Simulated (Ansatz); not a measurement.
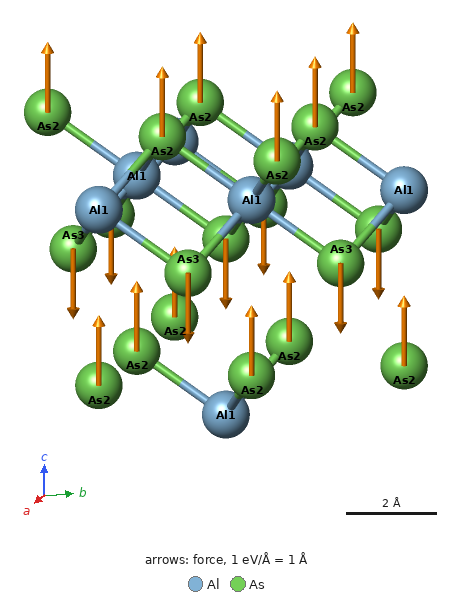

Starting geometry of a crystal of AlAs$_{2}$ (built on the cadmium chloride_166 type) (coarse preliminary run) with the computed forces as orange arrows. Style: ball-and-stick. Shown: the atoms within 5.0 Å of the atom that moves most (axes of the conventional cell (3 times the calculation's cell)), slightly off an axis. Lengths and directions refer to the drawn axes.

Case: cadmium chloride type (R-3m, No. 166).

Level of theory: Ansatz, DFT PBE, scalar-relativistic, plane waves, PAW.

Input
```yaml
crystal:
  lattice:
    - [1.775783402, 1.0252490251, 5.3633201422]
    - [-1.775783402, 1.0252490251, 5.3633201422]
    - [0.0, -2.0504980503, 5.3633201422]
  atoms:
    - { symbol: Al, position: [0.0, 0.0, 0.0] }
    - { symbol: As, position: [0.75, 0.75, 0.75] }
    - { symbol: As, position: [0.25, 0.25, 0.25] }
basis:
  ecutwfc: 420
kpoints:
  mp_grid: { grid: [6, 6, 6] }
hamiltonian:
  xc: pbe
scf:
  occupations: { method: gaussian, width: 0.1 }
  lower_state_search: "off"
output:
  forces: true
  stress: true
  eigenvalues: true
relax:
  adjacent_minimum: "off"
  f_tol: 0.04
  max_steps: 70
  cell: { stress_tol: 0.4 }
```

Run as
```bash
ansatz run input.yaml --threads 1 --pin off --max-ram 2560MiB --backend cpu --events-out ev --progress --plain --runs-dir out
```

### What follows when this structure is relaxed?

It isn't relaxed: the largest force vector, on As atoms, is 1.62 eV/Å. The atoms end up moving mostly along the starting forces (cosine between the two patterns 1.00). After 5 accepted moves (6 points after the start) the energy has fallen by 0.719 eV per cell of the calculation. Largest force component: 1.6 eV/Å at the start, 0.029 eV/Å at the end. The pressure goes from 10.73 to 0.04 GPa. At 1 point the geometry stayed and the basis and grid were re-selected for the new cell (energy shift of 2.7 meV per cell of the calculation at most each time). The largest moves relative to the cell, 0.23 Å, are those of As2 and As3. As3 goes along −c. Al stays in place. The volume changes by +3.2 %, with a = b 3.552 → 3.829 Å (+7.8 %), c 16.090 → 14.292 Å (−11.2 %). Near-neighbour distances that change, for instance: As2–As3 3.376 → 2.924 Å, Al1–As2 2.450 → 2.630 Å. The space group stays R-3m (No. 166). Cost: 18 s on 1 thread of Intel(R) Xeon(R) Platinum 8259CL CPU @ 2.50GHz (Skylake/Cascade Lake), on a shared host, peak memory 0.42 GiB.
